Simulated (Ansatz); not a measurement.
PbS (rock salt): generalised stacking-fault energy along a line

PbS (rock salt) is sheared across one {100} plane: the third cell vector gains the shift, so faults repeat every 9.0 Å. The cut lies between planes 3.00 Å apart; the cell height is held.

```xyz
6
Lattice="4.2489 0.0000 0.0000 0.0000 4.2489 0.0000 2.1245 2.1245 9.0134" Properties=species:S:1:pos:R:3 pbc="T T T"
S      1.7704     1.7704     7.5111
S      1.7704     1.7704     1.5022
S      3.8949     3.8949     4.5067
Pb     3.8949     3.8949     7.5111
Pb     3.8949     3.8949     1.5022
Pb     1.7704     1.7704     4.5067
```

In-plane vectors a = (4.249, 0.000) Å, b = (0.000, 4.249) Å, area 18.05 Å². The shift is s times the vector a + b (length 6.009 Å), so s = 1 restores the start. The shift is rigid: no atom relaxes. γ = [E(shift) − E(0)] / area.

Level of theory: PBE (plane waves to 420 eV, PAW, scalar-relativistic; Ansatz, a first-principles code). k mesh 7×7×7 (Γ-centred), Fermi-Dirac smearing 0.05 eV. Energies are extrapolated to zero smearing. Stress and pressure are positive under compression. As the smearing reaches across the gap at some points, the k mesh leaves noise in γ, roughly 0.02 J/m² as judged from a few cases. Faults lie only 9.0 Å apart, and holding the cell height and the atoms raises γ above its relaxed value. PbS was relaxed with its symmetry unable to fall. Spin-orbit coupling is left out, though Pb is heavy. γ is measured from zero shift.

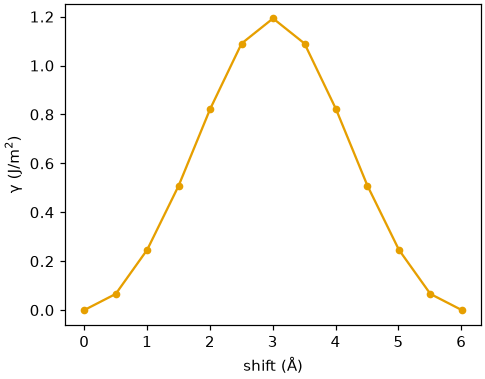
Figure: γ (J/m²) against shift (Å); computed points joined by lines (the last repeats the first, one period on).

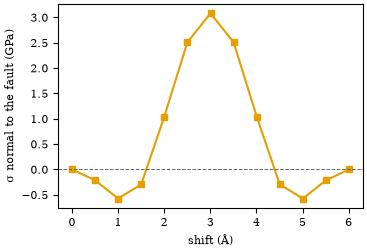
σ normal to the fault (GPa) against shift (Å); markers are the computed points, lines only join them (the last repeats the first, one period on).

The steepest slope dγ/d(shift) before the first maximum (spline) is 6.4 GPa. The highest computed γ on the line comes out as 1.19 J/m². Position of the highest point: s = 0.500. Local minima between the ends: no computed point is one.

A slope of 1 mJ/m² per Å is 0.01 GPa.

(The slope of γ gives the shear force per area between the displaced halves; near zero shift its curvature is an elastic stiffness.)
